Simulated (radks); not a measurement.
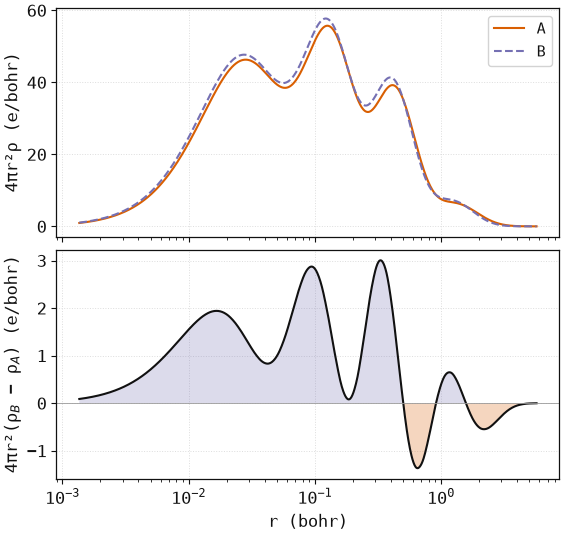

Two nuclei with the same 36 electrons, [Kr], were computed: Rb⁺; Sr²⁺. The calculation used the in-house radial solver radks at this level: scalar-relativistic Kohn-Sham, LB94 model potential, spin-unpolarised, spherical densities, finite nucleus.

The plot shows both radial densities and the radial density of run B less that of run A; on the logarithmic r axis, areas aren't charges.

Assign A and B and describe the change of the density.

A is Rb⁺; B is Sr²⁺. B holds 1.1 electrons more than A where the difference is positive (most at r = 0.33 bohr) and 1.1 electrons fewer where it is negative (most at r = 0.65 bohr), with no net change. The larger nuclear charge draws every shell in.
